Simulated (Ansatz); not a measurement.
# C2H6FN: a spread of methods and bases

How do the results and run time of C2H6FN respond when the settings are drawn wide?

The runs use Ansatz 0.2.0, Gaussian basis; the settings change from run to run.

### Step 1. The relaxed structure

The structure was relaxed beforehand with PBE0-D4 in a triple-zeta def2 set.

SMILES `CC(N)F`, 10 atoms, charge 0, spin multiplicity 1.

Atoms are counted from 1 here; the program's logs count them from 0.

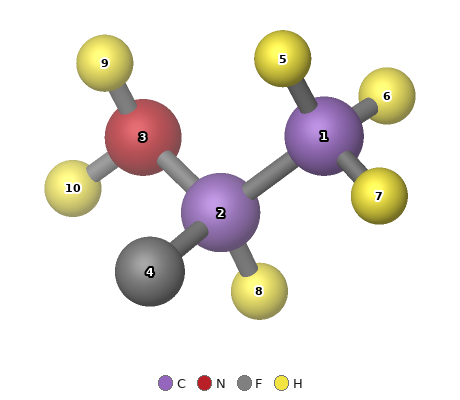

The structure; carbon purple, nitrogen red, fluorine grey, hydrogen yellow; atoms are numbered from 1 in the order of the file.

Coordinates:

```xyz
10

C    -0.97882    0.42545   -0.40051
C     0.08375   -0.51729    0.09836
N     1.10280    0.15455    0.80189
F     0.58880   -1.21452   -1.02505
H    -0.53117    1.18708   -1.04429
H    -1.46715    0.91910    0.44029
H    -1.72463   -0.11846   -0.97989
H    -0.33838   -1.29528    0.74138
H     1.52606    0.88513    0.24419
H     1.82193   -0.47686    1.12651
```

### Step 2. RPBE/def2-mTZVPP

Set apart from the defaults: unrestricted orbitals, D3(BJ) dispersion.

The input, in.yaml:

```yaml
crystal:
  periodic: [false, false, false]
  atoms:
    - {symbol: C, position_ang: [-0.978821, 0.425454, -0.400511]}
    - {symbol: C, position_ang: [0.083754, -0.517293, 0.098358]}
    - {symbol: N, position_ang: [1.102802, 0.154548, 0.801894]}
    - {symbol: F, position_ang: [0.588802, -1.214520, -1.025049]}
    - {symbol: H, position_ang: [-0.531167, 1.187075, -1.044289]}
    - {symbol: H, position_ang: [-1.467148, 0.919099, 0.440292]}
    - {symbol: H, position_ang: [-1.724627, -0.118460, -0.979889]}
    - {symbol: H, position_ang: [-0.338383, -1.295276, 0.741385]}
    - {symbol: H, position_ang: [1.526061, 0.885130, 0.244195]}
    - {symbol: H, position_ang: [1.821927, -0.476856, 1.126512]}
basis:
  gaussian: {orbitals: def2-mTZVPP}
magnetization: {spin_polarized: true, initial_magnetization: 0}
hamiltonian: {xc: {name: RPBE}, dispersion: d3bj}
output: {forces: true}
```

Command:

```bash
> ansatz run in.yaml --threads 2 --pin off --events-out ev --progress --plain --max-ram 4352MiB
```

The log of the run:

```text
Functional definition: RPBE
  name "RPBE"
  cite "Hammer, Hansen & Nørskov, Phys. Rev. B 59, 7413 (1999) doi:10.1103/PhysRevB.59.7413"
  cite "Perdew, Burke & Ernzerhof, Phys. Rev. Lett. 77, 3865 (1996) doi:10.1103/PhysRevLett.77.3865"
  parameter kappa = 0.804
  parameter beta = 0.06672455060314922
  exchange = rpbe_x(kappa = kappa, mu = beta*pi^2/3)
  correlation = pbe_c(beta = beta)
1022 factors; their error is unknown
mean field evaluation 1: about -6370.6667 eV, gradient 5.1e1 eV
mean field evaluation 2: about -6353.8256 eV, gradient 7.6e1 eV
mean field evaluation 4: about -6381.1242 eV, gradient 6.5e0 eV
mean field evaluation 8: about -6381.2302 eV, gradient 2.4e-1 eV
mean field evaluation 16: about -6381.2304 eV, gradient 1.1e-5 eV
mean field -6381.23040013 eV, -234.5058918515 hartree, gradient 1.1e-5 eV, S^2 0.000000; 0 other end points of the search recorded, 0 dependent functions left out
the calculation of the forces begins
reference -6381.23042713 eV, -234.5058928437 hartree; 17, 17 occupied and 99, 99 virtual orbitals, 1022 factors
Total energy: -6381.95884923 eV, -234.5326618620 hartree
Atom 0 at    -0.978821     0.425454    -0.400511 Å, force    -0.146070     0.151649    -0.030681 eV/Å
Atom 1 at     0.083754    -0.517293     0.098358 Å, force    -0.325139     0.110242     0.429487 eV/Å
Atom 2 at     1.102802     0.154548     0.801894 Å, force    -0.067429     0.344700     0.542858 eV/Å
Atom 3 at     0.588802    -1.214520    -1.025049 Å, force     0.379377    -0.610951    -0.922802 eV/Å
Atom 4 at    -0.531167     1.187075    -1.044289 Å, force     0.105344     0.181368    -0.147097 eV/Å
Atom 5 at    -1.467148     0.919099     0.440292 Å, force    -0.128740     0.128440     0.206580 eV/Å
Atom 6 at    -1.724627    -0.118460    -0.979889 Å, force    -0.186544    -0.131787    -0.142315 eV/Å
Atom 7 at    -0.338383    -1.295276     0.741385 Å, force    -0.114277    -0.184084     0.197656 eV/Å
Atom 8 at     1.526061     0.885130     0.244195 Å, force     0.179152     0.269804    -0.237157 eV/Å
Atom 9 at     1.821927    -0.476856     1.126512 Å, force     0.304327    -0.259382     0.103470 eV/Å
Dipole moment:     0.011939     0.156776     0.151574 e Å
```

Run time: 2.3 s. Hardware: 2 threads of Arm Neoverse V2, shared host.

Largest force 1.170 eV/Å, dipole 1.05 D, ⟨S²⟩ 0.000.

### Step 3. r2SCANh/def2-TZVPP

Set apart from the defaults: unrestricted orbitals, D3(BJ) dispersion.

in.yaml: that of step 2 with these lines changed.

```diff
@@ -14,5 +14,5 @@
 basis:
-  gaussian: {orbitals: def2-mTZVPP}
+  gaussian: {orbitals: def2-TZVPP}
 magnetization: {spin_polarized: true, initial_magnetization: 0}
-hamiltonian: {xc: {name: RPBE}, dispersion: d3bj}
+hamiltonian: {xc: {name: r2SCANh}, dispersion: d3bj}
 output: {forces: true}
```

Launched as before.

The log of the run:

```text
Warning: the engine holds no damping parameters fitted to this dispersion correction and functional, so the run takes those fitted to r2scanh beside the three-body term, which d3bj leaves out (hamiltonian.dispersion, under Limitations)
Functional definition: r2SCANh
  name "r2SCANh"
  cite "Bursch, Neugebauer, Ehlert & Grimme, J. Chem. Phys. 156, 134105 (2022) doi:10.1063/5.0086040"
  cite "Furness, Kaplan, Ning, Perdew & Sun, J. Phys. Chem. Lett. 11, 8208 (2020) doi:10.1021/acs.jpclett.0c02405"
  cite "Furness, Kaplan, Ning, Perdew & Sun, J. Phys. Chem. Lett. 11, 9248 (2020) doi:10.1021/acs.jpclett.0c03077"
  parent r2scan
  parameter a = 0.1
  parameter k0 = 0.174
  parameter k1 = 0.065
  parameter a1 = 4.9479
  exchange = (1 - a)*r2scan_x(k0 = k0, k1 = k1, a1 = a1) + a*exact_x
  correlation = r2scan_c
1025 factors; their error is unknown
mean field evaluation 1: about -6369.4247 eV, gradient 4.7e1 eV
mean field evaluation 2: about -6364.5497 eV, gradient 5.6e1 eV
mean field evaluation 4: about -6378.1386 eV, gradient 3.2e0 eV
mean field evaluation 8: about -6378.1710 eV, gradient 6.0e-2 eV
mean field evaluation 16: about -6378.1540 eV, gradient 1.1e-4 eV
mean field -6378.15401347 eV, -234.3928367270 hartree, gradient 1.6e-5 eV, S^2 0.000000; 0 other end points of the search recorded, 0 dependent functions left out
the calculation of the forces begins
reference -6378.15402378 eV, -234.3928371059 hartree; 17, 17 occupied and 191, 191 virtual orbitals, 1025 factors
Total energy: -6378.19386829 eV, -234.3943013645 hartree
Atom 0 at    -0.978821     0.425454    -0.400511 Å, force    -0.072746     0.060317    -0.042449 eV/Å
Atom 1 at     0.083754    -0.517293     0.098358 Å, force    -0.137022    -0.001195     0.192747 eV/Å
Atom 2 at     1.102802     0.154548     0.801894 Å, force     0.103496     0.048855     0.029918 eV/Å
Atom 3 at     0.588802    -1.214520    -1.025049 Å, force     0.058365    -0.073477    -0.146135 eV/Å
Atom 4 at    -0.531167     1.187075    -1.044289 Å, force    -0.022130    -0.059681     0.051062 eV/Å
Atom 5 at    -1.467148     0.919099     0.440292 Å, force     0.041161    -0.038421    -0.067643 eV/Å
Atom 6 at    -1.724627    -0.118460    -0.979889 Å, force     0.064639     0.039045     0.045131 eV/Å
Atom 7 at    -0.338383    -1.295276     0.741385 Å, force     0.039048     0.044465    -0.049390 eV/Å
Atom 8 at     1.526061     0.885130     0.244195 Å, force    -0.023489    -0.071510     0.031772 eV/Å
Atom 9 at     1.821927    -0.476856     1.126512 Å, force    -0.051322     0.051602    -0.045013 eV/Å
Dipole moment:     0.007663     0.158606     0.153899 e Å
```

Wall time 11 s (2 threads of Arm Neoverse V2, shared host); peak memory 0.52 GiB.

Largest force 0.236 eV/Å, dipole 1.06 D, ⟨S²⟩ 0.000.

### Step 4. PBE/def2-TZVPD

Set apart from the defaults: charge +1, multiplicity 2, atoms shaken by 0.15 Å, density fitting with def2-universal-jkfit, relativity set to scalar.

The input, in.yaml:

```yaml
crystal:
  periodic: [false, false, false]
  atoms:
    - {symbol: C, position_ang: [-1.099052, 0.446047, -0.491546]}
    - {symbol: C, position_ang: [0.268861, -0.361307, 0.236274]}
    - {symbol: N, position_ang: [1.140372, 0.032345, 1.018990]}
    - {symbol: F, position_ang: [0.470687, -1.144551, -0.990999]}
    - {symbol: H, position_ang: [-0.549347, 1.255508, -1.180314]}
    - {symbol: H, position_ang: [-1.396136, 0.947154, 0.505420]}
    - {symbol: H, position_ang: [-1.848449, -0.204956, -0.979298]}
    - {symbol: H, position_ang: [-0.343900, -1.487934, 0.703457]}
    - {symbol: H, position_ang: [1.445456, 0.704992, 0.311295]}
    - {symbol: H, position_ang: [1.787486, -0.609597, 1.180542]}
basis:
  gaussian: {orbitals: def2-TZVPD, fitting: {mean_field: def2-universal-jkfit}}
total_charge: 1
magnetization: {spin_polarized: true, initial_magnetization: 1}
hamiltonian: {xc: {name: PBE}, pseudopotentials: {relativity: scalar}}
output: {forces: true}
```

Same command.

The log of the run:

```text
Functional definition: PBE
  name "PBE"
  cite "Perdew, Burke & Ernzerhof, Phys. Rev. Lett. 77, 3865 (1996) doi:10.1103/PhysRevLett.77.3865"
  parent pbe
  parameter kappa = 0.804
  parameter beta = 0.06672455060314922
  exchange = pbe_x(kappa = kappa, mu = beta*pi^2/3)
  correlation = pbe_c(beta = beta)
412 factors; integrals over basis functions are off by at most 1.6e0 eV
mean field evaluation 1: about -6346.9738 eV, gradient 6.8e1 eV
mean field evaluation 2: about -6318.3173 eV, gradient 1.0e2 eV
mean field evaluation 4: about -6362.7028 eV, gradient 2.3e1 eV
mean field evaluation 8: about -6364.6330 eV, gradient 3.6e-1 eV
mean field evaluation 16: about -6364.6383 eV, gradient 4.1e-4 eV
mean field -6364.63833766 eV, -233.8961448020 hartree, gradient 6.4e-5 eV, S^2 0.753496; 2 other end points of the search recorded, 0 dependent functions left out
the calculation of the forces begins
reference -6364.63838101 eV, -233.8961463952 hartree; 17, 16 occupied and 188, 189 virtual orbitals, 412 factors
Total energy: -6364.63838101 eV, -233.8961463952 hartree
Relativity: scalar
Atom 0 at    -1.099052     0.446047    -0.491546 Å, force     2.237167     2.456250     2.330634 eV/Å
Atom 1 at     0.268861    -0.361307     0.236274 Å, force    -9.871221    -6.582713    -4.752435 eV/Å
Atom 2 at     1.140372     0.032345     1.018990 Å, force     0.161364     5.817037     0.665114 eV/Å
Atom 3 at     0.470687    -1.144551    -0.990999 Å, force     1.670738     0.101717     0.336571 eV/Å
Atom 4 at    -0.549347     1.255508    -1.180314 Å, force    -1.155433    -1.806110     1.033749 eV/Å
Atom 5 at    -1.396136     0.947154     0.505420 Å, force    -0.408156    -0.500292    -1.495054 eV/Å
Atom 6 at    -1.848449    -0.204956    -0.979298 Å, force     0.510638     0.170823     0.267727 eV/Å
Atom 7 at    -0.343900    -1.487934     0.703457 Å, force     0.231876     2.090183    -0.525365 eV/Å
Atom 8 at     1.445456     0.704992     0.311295 Å, force     2.087395     1.954362     0.598851 eV/Å
Atom 9 at     1.787486    -0.609597     1.180542 Å, force     4.535633    -3.701255     1.540207 eV/Å
Dipole moment:     0.000130     0.189562     0.279557 e Å
```

Run time: 6 s. Hardware: 2 threads of Arm Neoverse V2, shared host; peak memory 0.3 GiB.

Largest force 12.781 eV/Å, ⟨S²⟩ 0.753.

### Step 5. PBE0/cc-pVDZ

Set apart from the defaults: a point charge of 1.00 e beside it, D3(BJ) with three-body dispersion, high accuracy, the search for lower states set to off.

The input, in.yaml:

```yaml
crystal:
  periodic: [false, false, false]
  atoms:
    - {symbol: C, position_ang: [-0.978821, 0.425454, -0.400511]}
    - {symbol: C, position_ang: [0.083754, -0.517293, 0.098358]}
    - {symbol: N, position_ang: [1.102802, 0.154548, 0.801894]}
    - {symbol: F, position_ang: [0.588802, -1.214520, -1.025049]}
    - {symbol: H, position_ang: [-0.531167, 1.187075, -1.044289]}
    - {symbol: H, position_ang: [-1.467148, 0.919099, 0.440292]}
    - {symbol: H, position_ang: [-1.724627, -0.118460, -0.979889]}
    - {symbol: H, position_ang: [-0.338383, -1.295276, 0.741385]}
    - {symbol: H, position_ang: [1.526061, 0.885130, 0.244195]}
    - {symbol: H, position_ang: [1.821927, -0.476856, 1.126512]}
basis:
  gaussian: {orbitals: cc-pVDZ, point_charges: [{charge: 1.00, position_ang: [4.519, 0.703, -0.906]}]}
hamiltonian: {xc: {name: PBE0}, dispersion: d3bjatm}
accuracy: high
scf: {lower_state_search: off}
```

The command is unchanged.

The log of the run:

```text
Functional definition: PBE0
  name "PBE0"
  cite "Adamo & Barone, J. Chem. Phys. 110, 6158 (1999) doi:10.1063/1.478522"
  cite "Perdew, Burke & Ernzerhof, Phys. Rev. Lett. 77, 3865 (1996) doi:10.1103/PhysRevLett.77.3865"
  parent pbe
  parameter a = 0.25
  parameter kappa = 0.804
  parameter beta = 0.06672455060314922
  exchange = (1 - a)*pbe_x(kappa = kappa, mu = beta*pi^2/3) + a*exact_x
  correlation = pbe_c(beta = beta)
these checks for a lower state are left out or cut short: stability, starts, cluster_reference, orbital_swaps, neighbouring_geometries, increment
2084 factors; integrals over basis functions are off by at most 3.6e-9 eV
mean field evaluation 1: about -6366.4788 eV, gradient 5.2e1 eV
mean field evaluation 2: about -6365.3047 eV, gradient 5.6e1 eV
mean field evaluation 4: about -6371.9943 eV, gradient 2.1e0 eV
mean field evaluation 8: about -6372.2572 eV, gradient 1.7e-1 eV
mean field evaluation 16: about -6372.2573 eV, gradient 4.5e-5 eV
mean field -6372.25731536 eV, -234.1761370684 hartree, gradient 3.3e-8 eV, S^2 0.000000; 0 other end points of the search recorded, 0 dependent functions left out
reference -6372.25731750 eV, -234.1761371470 hartree; 17, 17 occupied and 69, 69 virtual orbitals, 2084 factors
Total energy: -6372.38011633 eV, -234.1806499207 hartree
Checks for a lower state left out: stability, starts, cluster_reference, orbital_swaps, neighbouring_geometries, increment
```

It took 2.6 s on 2 threads of Arm Neoverse V2, shared host.

### Step 6. HSE06/def2-mTZVPP

Set apart from the defaults: charge +1, multiplicity 2, atoms shaken by 0.15 Å, a grid of angular degree 11, high accuracy.

The input, in.yaml:

```yaml
crystal:
  periodic: [false, false, false]
  atoms:
    - {symbol: C, position_ang: [-0.980581, 0.486017, -0.169301]}
    - {symbol: C, position_ang: [0.414326, -0.563668, 0.212125]}
    - {symbol: N, position_ang: [1.176001, 0.240693, 0.568823]}
    - {symbol: F, position_ang: [0.676810, -1.255933, -0.925180]}
    - {symbol: H, position_ang: [-0.676228, 1.122722, -0.930310]}
    - {symbol: H, position_ang: [-1.511354, 1.175340, 0.519633]}
    - {symbol: H, position_ang: [-2.014893, -0.198335, -0.890900]}
    - {symbol: H, position_ang: [-0.294556, -1.523496, 0.608671]}
    - {symbol: H, position_ang: [1.763578, 0.828666, 0.296874]}
    - {symbol: H, position_ang: [1.786087, -0.565972, 1.333607]}
basis:
  gaussian: {orbitals: def2-mTZVPP, final_grid: {core_spheres: 5, valence_spheres: 4, degree: 11}}
total_charge: 1
magnetization: {spin_polarized: true, initial_magnetization: 1}
hamiltonian: {xc: {name: HSE06}}
accuracy: high
```

Launched as before.

The log of the run:

```text
Functional definition: HSE06
  name "HSE06"
  cite "Heyd, Scuseria & Ernzerhof, J. Chem. Phys. 118, 8207 (2003) doi:10.1063/1.1564060"
  cite "Krukau, Vydrov, Izmaylov & Scuseria, J. Chem. Phys. 125, 224106 (2006) doi:10.1063/1.2404663"
  cite "Heyd & Scuseria, J. Chem. Phys. 120, 7274 (2004) doi:10.1063/1.1668634"
  cite "Ernzerhof & Perdew, J. Chem. Phys. 109, 3313 (1998) doi:10.1063/1.476928"
  cite "Perdew, Burke & Ernzerhof, Phys. Rev. Lett. 77, 3865 (1996) doi:10.1103/PhysRevLett.77.3865"
  parent pbe
  parameter a = 0.25
  parameter omega = 0.11/bohr
  # The whole range is PBE's own exchange, as in plane waves. The composition of these papers is wPBEh.
  exchange = pbe_x - a*pbe_x_sr(omega) + a*exact_x_sr(omega)
  correlation = pbe_c
2561 factors; integrals over basis functions are off by at most 7.1e-9 eV
95 factors; integrals over basis functions are off by at most 2.3e-9 eV
mean field evaluation 1: about -6342.1411 eV, gradient 6.3e1 eV
mean field evaluation 2: about -6321.6220 eV, gradient 9.2e1 eV
mean field evaluation 4: about -6357.5853 eV, gradient 8.4e0 eV
mean field evaluation 8: about -6357.9278 eV, gradient 2.3e-1 eV
mean field evaluation 16: about -6357.9284 eV, gradient 1.0e-3 eV
mean field -6357.92837211 eV, -233.6495581163 hartree, gradient 5.8e-8 eV, S^2 0.754990; 0 other end points of the search recorded, 0 dependent functions left out
reference -6357.92837399 eV, -233.6495581856 hartree; 17, 16 occupied and 99, 100 virtual orbitals, 2561 factors
Total energy: -6357.92837399 eV, -233.6495581856 hartree
```

It took 4.3 s on 2 threads of Arm Neoverse V2, shared host; peak memory 0.49 GiB.

⟨S²⟩ 0.755.

### Step 7. wB97M-V/aug-pcseg-2

The input, in.yaml:

```yaml
crystal:
  periodic: [false, false, false]
  atoms:
    - {symbol: C, position_ang: [-0.978821, 0.425454, -0.400511]}
    - {symbol: C, position_ang: [0.083754, -0.517293, 0.098358]}
    - {symbol: N, position_ang: [1.102802, 0.154548, 0.801894]}
    - {symbol: F, position_ang: [0.588802, -1.214520, -1.025049]}
    - {symbol: H, position_ang: [-0.531167, 1.187075, -1.044289]}
    - {symbol: H, position_ang: [-1.467148, 0.919099, 0.440292]}
    - {symbol: H, position_ang: [-1.724627, -0.118460, -0.979889]}
    - {symbol: H, position_ang: [-0.338383, -1.295276, 0.741385]}
    - {symbol: H, position_ang: [1.526061, 0.885130, 0.244195]}
    - {symbol: H, position_ang: [1.821927, -0.476856, 1.126512]}
basis:
  gaussian: {orbitals: aug-pcseg-2}
hamiltonian: {xc: {name: wB97M-V}}
```

Launched as before.

The log of the run:

```text
Functional definition: wB97M-V
  name "wB97M-V"
  cite "Mardirossian & Head-Gordon, J. Chem. Phys. 144, 214110 (2016) doi:10.1063/1.4952647"
  cite "Becke, J. Chem. Phys. 107, 8554 (1997) doi:10.1063/1.475007"
  cite "Vydrov & Van Voorhis, J. Chem. Phys. 133, 244103 (2010) doi:10.1063/1.3521275"
  # Of w^i u^j: cxij and so on, Table III.
  parameter omega = 0.3/bohr
  parameter cx = 0.15
  parameter cx01 = 1.007
  parameter cx10 = 0.259
  parameter css00 = 0.443
  parameter css04 = -1.437
  parameter css10 = -4.535
  parameter css20 = -3.390
  parameter css43 = 4.278
  parameter cos00 = 1.000
  parameter cos10 = 1.358
  parameter cos20 = 2.924
  parameter cos21 = -8.812
  parameter cos60 = -1.390
  parameter cos61 = 9.142
  parameter b = 6.0
  parameter c = 0.01
  gx(w, u) = 1 - cx + cx01*u + cx10*w
  gss(w, u) = css00 + css04*u^4 + css10*w + css20*w^2 + css43*w^4*u^3
  gos(w, u) = cos00 + cos10*w + (cos20 + cos21*u)*w^2 + (cos60 + cos61*u)*w^6
  exchange = spin_sum(e_x_unif_sr(omega)*gx(b97_w, b97_u_x)) + cx*exact_x_sr(omega) + exact_x_lr(omega)
  correlation = spin_sum(e_c_pw_mod_same_spin*gss(b97_w, b97_u_same))
      + integral(e_c_pw_mod_opposite_spin*gos(b97_w_opposite, b97_u_opposite)) + vv10(b, c)
1157 factors; their error is unknown
570 factors; integrals over basis functions are off by at most 2.0e-5 eV
mean field evaluation 1: about -6373.4995 eV, gradient 5.4e1 eV
mean field evaluation 2: about -6375.5363 eV, gradient 4.4e1 eV
mean field evaluation 4: about -6379.1351 eV, gradient 1.6e0 eV
mean field evaluation 8: about -6379.1420 eV, gradient 5.6e-2 eV
mean field evaluation 16: about -6379.1152 eV, gradient 1.2e-4 eV
mean field -6379.11515458 eV, -234.4281580113 hartree, gradient 2.8e-5 eV, S^2 0.000000; 0 other end points of the search recorded, 0 dependent functions left out
reference -6379.11522304 eV, -234.4281605272 hartree; 17, 17 occupied and 305, 305 virtual orbitals, 1157 factors
Total energy: -6379.11522304 eV, -234.4281605272 hartree
```

Run time: 22 s. Hardware: 2 threads of Arm Neoverse V2, shared host; peak memory 0.99 GiB.

### Step 8. CCSD/def2-TZVPP

Options: relativity set to scalar, 4 DIIS vectors.

in.yaml: that of step 7 with these lines changed.

```diff
@@ -14,3 +14,4 @@
 basis:
-  gaussian: {orbitals: aug-pcseg-2}
-hamiltonian: {xc: {name: wB97M-V}}
+  gaussian: {orbitals: def2-TZVPP}
+hamiltonian: {xc: {name: HF}, pseudopotentials: {relativity: scalar}}
+correlation: {method: ccsd, diis_vectors: 4}
```

Same command.

The log of the run:

```text
Functional definition: HF
  name "HF"
  cite "Fock, Z. Phys. 61, 126 (1930) doi:10.1007/BF01340294"
  parent pbe
  exchange = exact_x
  correlation = 0
1242 factors; integrals over basis functions are off by at most 9.4e-4 eV
mean field evaluation 1: about -6346.6210 eV, gradient 3.8e1 eV
mean field evaluation 2: about -6346.7851 eV, gradient 3.8e1 eV
mean field evaluation 4: about -6350.0105 eV, gradient 3.5e0 eV
mean field evaluation 8: about -6350.0549 eV, gradient 2.5e-1 eV
mean field evaluation 16: about -6346.6206 eV, gradient 3.8e1 eV
mean field -6350.05516242 eV, -233.3602229969 hartree, gradient 2.7e-6 eV, S^2 0.000000; 0 other end points of the search recorded, 0 dependent functions left out
4 core orbitals not correlated: weight in the atoms' cores, before any rotation towards them, 1.000 or more for the frozen orbitals, at most 0.000 for the correlated occupied ones
reference -6350.05516242 eV, -233.3602229969 hartree; 13, 13 occupied and 191, 191 virtual orbitals, 1242 factors
second order -22.17032061 eV of doubles, -0.00000000 eV of singles
cycle   1  -22.41197063 eV  change   -2.4e-1 eV  update   8.9e-2
cycle   2  -22.87897100 eV  change   -4.7e-1 eV  update   2.5e-2
cycle   3  -22.98342264 eV  change   -1.0e-1 eV  update   1.2e-2
cycle   4  -22.97645832 eV  change    7.0e-3 eV  update   2.6e-3
cycle   5  -22.97574447 eV  change    7.1e-4 eV  update   1.1e-3
cycle   6  -22.97638778 eV  change   -6.4e-4 eV  update   3.6e-4
cycle   7  -22.97587222 eV  change    5.2e-4 eV  update   1.4e-4
cycle   8  -22.97603967 eV  change   -1.7e-4 eV  update   5.8e-5
cycle   9  -22.97604874 eV  change   -9.1e-6 eV  update   2.0e-5
cycle  10  -22.97605868 eV  change   -9.9e-6 eV  update   7.6e-6
Total energy: -6373.03122110 eV, -234.2045775796 hartree
Relativity: scalar
```

It took 46 s on 2 threads of Arm Neoverse V2, shared host; peak memory 2.9 GiB.

T1 0.010.

[end of part 1 of 2]
